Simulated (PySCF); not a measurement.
```xyz
14

C     1.8873   -0.2200   -0.0984
S     0.7027    0.8494    0.7761
B    -0.7783   -0.5060    1.1695
C    -1.3476   -0.2162   -0.3319
F    -0.9747   -1.1578   -1.2973
C    -0.5441    1.0590   -0.5538
H     2.4552    0.3857   -0.7987
H     2.5513   -0.6435    0.6483
H     1.3521   -1.0117   -0.6117
H    -0.2782   -1.5462    1.3908
H    -1.4266   -0.0218    2.0248
H    -2.4222   -0.0762   -0.4835
H    -1.1138    1.9573   -0.3294
H    -0.0638    1.1474   -1.5270
```

Geometry: GFN2-xTB.

Computed with PySCF, PBE0/pcSseg-1, SCF density, gas phase, non-relativistic.

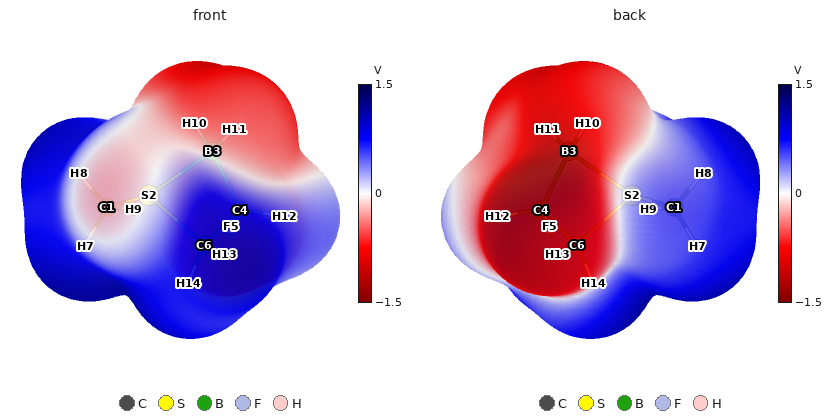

C3H8BFS. The molecular electrostatic potential painted on the density surface at 0.001 e/bohr³, seen from the front and from behind; red is negative and blue positive.

Which sites attract a positive test charge, and which a negative one?

Answer. A positive charge is drawn to the negative regions and a negative charge to the positive ones. The most negative region (about −1.3 V) lies over F5, the most positive (about +1.1 V) over S2, H7 and H14.

How polar is the molecule by this calculation?

Answer. Its dipole moment is 3.39 D.
